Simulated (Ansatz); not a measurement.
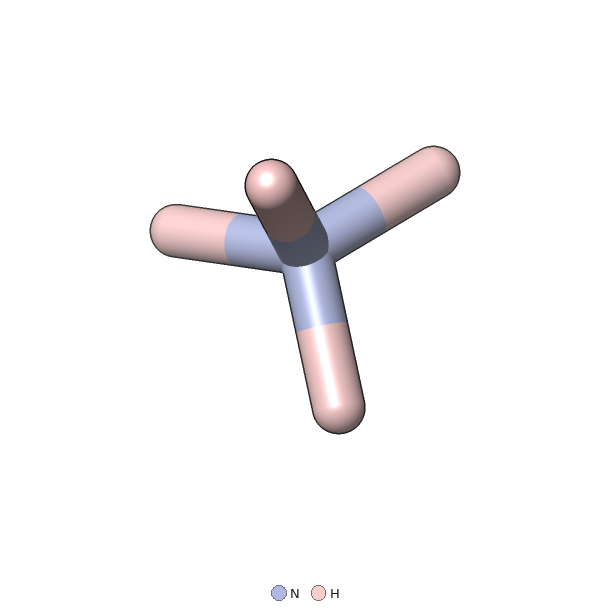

The picture shows a molecular structure as a stick model. Every bond is drawn as one stick, whatever its order.

State: charge +1, singlet.

Give the formula.

NH4(+), 5 atoms: 1 nitrogen and 4 hydrogen.

Count the bonded pairs by element.

4 N–H.

Write the SMILES.

[NH4+]

More results for the same structure follow; atom numbers are the same in all pictures, views and colours differ. The computed structure is the end point of a PBE0-D4/def2-TZVP optimisation.

**Shape**

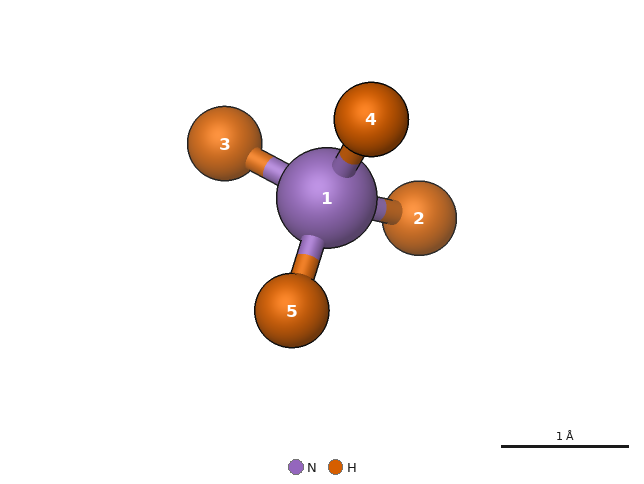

Numbered structure.

Give the bond lengths.

| bond | length (Å) | order |
| --- | --- | --- |
| N1–H2 | 1.024 | single |
| N1–H3 | 1.024 | single |
| N1–H4 | 1.024 | single |
| N1–H5 | 1.024 | single |

**Levels of theory compared**

Program: Ansatz 0.2.0.

At this fixed geometry, give HOMO energy (eV) at these levels: BHLYP-D4/def2-TZVPP; HSE06 (plane-wave form)-D4/def2-TZVPP; SPW92 (LDA)/def2-TZVPP; r2SCAN-D4/def2-TZVPP; r2SCAN0-D4/def2-TZVPP; r2SCANh-D4/def2-TZVPP; revPBE-D4/def2-TZVPP; ωB97M-V/def2-QZVPP; ωB97X-V/def2-TZVPP.

| level | HOMO energy (eV) |
| --- | --- |
| BHLYP-D4/def2-TZVPP | −24.47 |
| HSE06 (plane-wave form)-D4/def2-TZVPP | −22.37 |
| SPW92 (LDA)/def2-TZVPP | −20.99 |
| r2SCAN-D4/def2-TZVPP | −21.44 |
| r2SCAN0-D4/def2-TZVPP | −23.06 |
| r2SCANh-D4/def2-TZVPP | −22.09 |
| revPBE-D4/def2-TZVPP | −21.01 |
| ωB97M-V/def2-QZVPP | −25.24 |
| ωB97X-V/def2-TZVPP | −25.42 |

**Vibrations**

Harmonic vibrations computed with RKS PBE0-D4/def2-TZVP (Ansatz 0.2.0) at a stationary point of the same level.

List the wavenumbers.

9 modes: 1481, 1481, 1481, 1722, 1722, 3397, 3507, 3507, 3507 cm⁻¹.

**Charges**

The questions are on Mulliken charges. Level of theory: RKS B3LYP-D4/def2-TZVPP (Ansatz 0.2.0).

Give the Mulliken charges atom by atom.

| atom | value (e) |
| --- | --- |
| N1 | −0.03 |
| H2 | 0.26 |
| H3 | 0.26 |
| H4 | 0.26 |
| H5 | 0.26 |

Mulliken values depend strongly on the basis set and can even reverse the polarity of a bond.
